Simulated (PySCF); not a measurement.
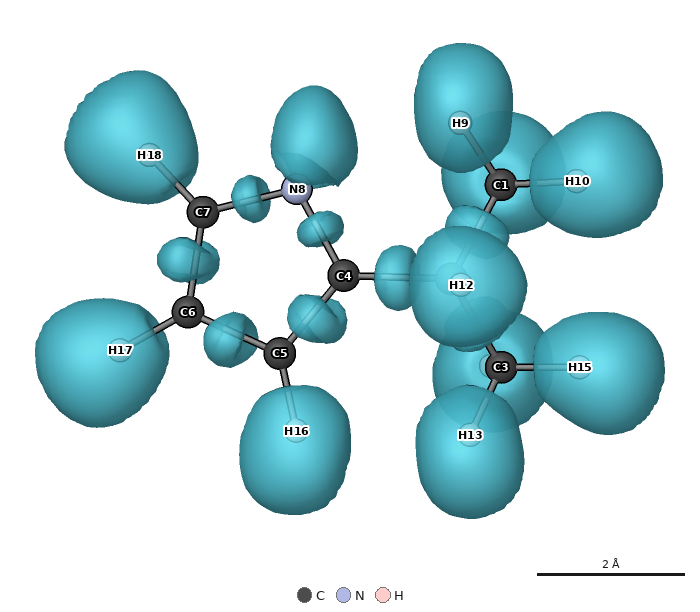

Figure. C$_{7}$H$_{10}$N (SMILES CC(C)c1ccc[n-]1) (charge −1). Isosurface of the ELF at 0.8 (cyan), seen across its widest extent. Core shells and regions of very low density are left out.

Geometry: GFN2-xTB.

Method: PBE0/pcSseg-1, SCF density, gas phase, non-relativistic in PySCF.

```
atom    x (Å)    y (Å)    z (Å)
   C  -1.7209  -0.4112   1.1230
   C  -1.0187   0.3489  -0.0013
   C  -1.4965  -0.1655  -1.3613
   C   0.4783   0.2344   0.1461
   C   1.4480   0.3987  -0.8338
   C   2.6806   0.2281  -0.1855
   C   2.3682  -0.0209   1.1379
   N   1.0384  -0.0168   1.3535
   H  -1.2979  -0.1007   2.0735
   H  -2.7989  -0.2279   1.1186
   H  -1.5447  -1.4794   1.0120
   H  -1.3144   1.4116   0.0756
   H  -1.0638   0.4231  -2.1672
   H  -1.1907  -1.2020  -1.4953
   H  -2.5856  -0.1096  -1.4400
   H   1.2974   0.6156  -1.8847
   H   3.6682   0.2805  -0.6305
   H   3.0530  -0.2069   1.9594
```

### Where are the electrons localised?

At this value the surface marks out six regions between bonded C–C atoms (shared pairs), two regions between bonded C–N atoms (shared pairs), ten regions around hydrogen nuclei and one lobe on N, pointing away from the bonds (lone pairs).

Values along the shortest contacts:
C–N (1.35 Å): the ELF peaks at about 0.90 between the atoms (localised, covalent bonding). C–C (1.38 Å): the ELF peaks at about 0.95 between the atoms (a covalent bond).
